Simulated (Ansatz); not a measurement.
```xyz
5

Cl   -0.7800   -0.2393    2.0380
F     0.2120    1.8376   -0.4816
Mo    0.0212    0.0725   -0.0349
S     1.8716   -0.8892   -0.1760
S    -1.2749   -0.8554   -1.3870
```

Geometry: PBE0-D4/def2-SVP; core potentials replace the inner electrons of Mo.

Level of theory: Ansatz 0.2.0, isolated molecule in a Gaussian basis; Kohn-Sham density functional theory, functional PBE0.

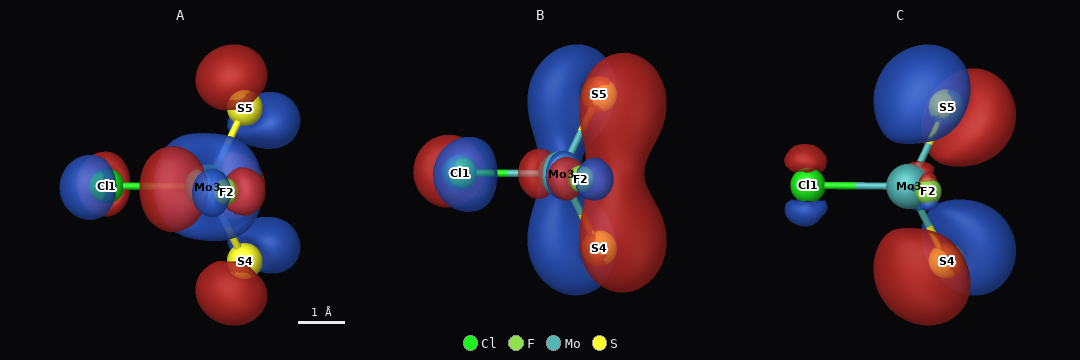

ClFMoS$_{2}$ (SMILES [F][Mo](=[S])(=[S])[Cl]). Three frontier orbitals at ±0.1 Å⁻³ᐟ² (red and blue are the two phases), in no order.

Q: Order the three orbitals by energy and name them.

A: B is the HOMO−1 (−8.88 eV). By Hirshfeld shares it lies mainly on S4 (about 35 %), S5 (about 35 %), Mo3 (about 15 %) and Cl1 (about 10 %); largely a combination of lone pairs on S4, S5 and Cl1. C is the HOMO (−7.85 eV). Its weight (Hirshfeld) is mainly on S4 (about 45 %), S5 (about 45 %) and Mo3 (about 10 %); largely a combination of lone pairs on S4 and S5. A is the LUMO (−3.91 eV). It lies mainly on Mo3 (about 55 %), S4 (about 15 %), S5 (about 15 %), Cl1 (about 10 %) and F2 (about 5 %).

Q: What is the HOMO–LUMO gap?

A: 3.94 eV between the orbital energies.
